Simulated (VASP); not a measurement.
Band structure of SiO₂ (space group Pbcn). Calculation: r2SCAN meta-GGA, VASP's PBE PAW potentials (set 64) (plane waves; VASP 6.6.1).

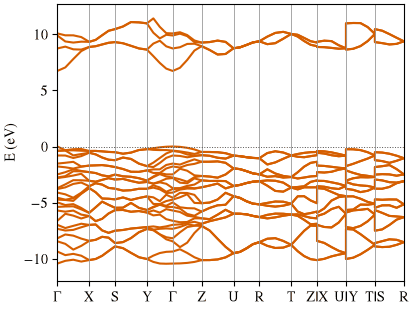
*Bands along high-symmetry lines, zero at the valence-band maximum or, without a gap, the Fermi level*

### Question
Read the plot: is there a gap, and where are the band edges?

### Answer
The gap is direct, 6.73 eV, from the valence maximum at Γ to the conduction minimum at Γ.

The structure comes from a computed database's SiO2 entry (Pbcn); how it stands against other phases isn't given here. It was relaxed first.
